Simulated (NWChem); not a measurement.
# GeH4 (germane) at M06-2X/6-31G

What is the vertical ionisation energy of GeH4 (germane) at M06-2X/6-31G? 

The results are computed with NWChem 7.3.0.

2 further runs of the same task are left out: 2 set aside as unsound or not needed.

## (1) Starting point

GeH4 has 5 atoms, charge 0, and is taken as a singlet. SMILES: `[GeH4]`. The coordinates come from a PBE0-D4/def2-TZVP relaxation.

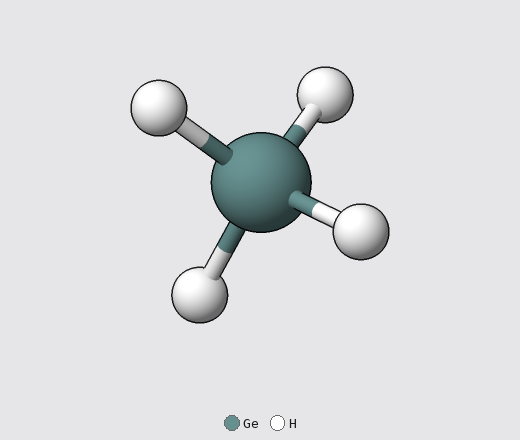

Viewed from a chosen angle; germanium teal, hydrogen white.

## (2) A single-point energy at M06-2X/6-31G

geh4.nw reads:

```
start geh4
title "GeH4 M06-2X"
memory total 2200 mb
charge 0

geometry noautosym nocenter noautoz
   Ge       0.000100       0.000100       0.000000
   H        1.148100      -0.756300       0.680600
   H       -1.238800      -0.030000       0.904200
   H       -0.329200      -0.669100      -1.340600
   H        0.419800       1.455400      -0.244100
end

basis spherical bse
   Ge library 6-31G
   H library 6-31G
end

dft
   xc m06-2x
   grid fine
   convergence energy 1e-08
   iterations 100
   mulliken
   noprint "final vectors analysis"
end

task dft
```

Run with:

```sh
$ nwchem geh4.nw > geh4.out
```

Standard output:

```text
[...]
          Wavefunction type:  closed shell.
          No. of atoms     :     5
          No. of electrons :    36
[...]
          Charge           :     0
          Spin multiplicity:     1
[...]
          AO basis - number of functions:    35
[...]
              XC Information
              --------------
                       M06-2X Method XC Functional
                     Hartree-Fock (Exact) Exchange  0.540
                        M06-2X Exchange Functional  1.000
                      M06-2X Correlation Potential  1.000
[...]
 d= 0,ls=0.0,diis     1  -2079.0041945041 -2.12D+03  7.02D-03  7.32D-02     1.0
[...]
 d= 0,ls=0.0,diis     7  -2079.0125726397 -2.51D-10  7.81D-08  2.48D-12     4.5
         Total DFT energy =    -2079.012572639682
      One electron energy =    -2987.990844196572
           Coulomb energy =      944.163633371788
    Exchange-Corr. energy =      -80.605789304623
 Nuclear repulsion energy =       45.420427489725
[...]
      Total Density - Mulliken Population Analysis
     ---------------------------------------------
    Atom       Charge   Shell Charges
 -----------   ------   -------------------------------------------------------
    1 Ge  32    31.60   2.00  2.00  6.00  2.00  5.99  1.15  2.13  0.15  0.21  6.93  3.06
    2 H    1     1.10   0.50  0.60
    3 H    1     1.10   0.50  0.60
    4 H    1     1.10   0.50  0.60
    5 H    1     1.10   0.50  0.60
[...]
```

Wall time 5.1 s (1 thread of Intel Xeon 6975P-C (Granite Rapids), shared host); peak memory 0.11 GiB.

## (3) The doublet cation, same level

sp.nw reads:

```
start sp
title "GeH4 energy"
memory stack 880 mb heap 220 mb global 1100 mb
charge 1

geometry units angstrom noautosym nocenter noautoz
Ge     0.000100     0.000100     0.000000
H      1.148100    -0.756300     0.680600
H     -1.238800    -0.030000     0.904200
H     -0.329200    -0.669100    -1.340600
H      0.419800     1.455400    -0.244100
end

basis spherical bse
* library 6-31G
end

dft
xc m06-2x
mult 2
grid fine
convergence energy 1e-08
maxiter 100
mulliken
noprint "final vectors analysis"
end

task dft energy
```

Run with:

```sh
$ nwchem sp.nw > sp.out
```

Standard output:

```text
[...]
          Wavefunction type:  spin polarized.
          No. of atoms     :     5
          No. of electrons :    35
[...]
          Charge           :     1
          Spin multiplicity:     2
[...]
          AO basis - number of functions:    35
[...]
              XC Information
              --------------
                       M06-2X Method XC Functional
                     Hartree-Fock (Exact) Exchange  0.540
                        M06-2X Exchange Functional  1.000
                      M06-2X Correlation Potential  1.000
[...]
 d= 0,ls=0.0,diis     1  -2078.1602234154 -2.12D+03  2.26D-02  2.35D+00     1.2
[...]
 d= 0,ls=0.0,diis    36  -2078.5557569350  3.05D-09  3.13D-06  9.25D-09    27.5
[...]
         Total DFT energy =    -2078.555756935049
      One electron energy =    -2977.141321316781
           Coulomb energy =      933.458322573649
    Exchange-Corr. energy =      -80.293185681642
 Nuclear repulsion energy =       45.420427489725
[...]
      Total Density - Mulliken Population Analysis
     ---------------------------------------------
    Atom       Charge   Shell Charges
 -----------   ------   -------------------------------------------------------
    1 Ge  32    31.40   2.00  2.00  6.00  2.00  5.99  1.30  2.06  0.07  0.00  6.92  3.06
    2 H    1     0.96   0.48  0.48
    3 H    1     0.84   0.44  0.40
    4 H    1     0.84   0.44  0.40
    5 H    1     0.96   0.48  0.48
[...]
      <S2> =      0.7675 (Exact =     0.7500)
[...]
```

It took 28 s on 1 thread of Intel Xeon 6975P-C (Granite Rapids), shared host; peak memory 0.11 GiB.

## (4) Outcome

Level: M06-2X/6-31G.

| quantity | value |
| --- | --- |
| singlet GeH4: total energy | -2079.01257 Eh |
| singlet GeH4: dipole moment | 0.00 D |
| doublet cation: total energy | -2078.55576 Eh |
| doublet cation: ⟨S²⟩ | 0.767 |
| vertical ionisation energy (to the doublet cation) | 12.431 eV |

**Reading.** The vertical ionisation energy comes to 12.43 eV (287 kcal/mol). Mulliken charges (doublet cation) run from +0.04 on H2 to +0.60 on Ge1; they depend strongly on the basis.
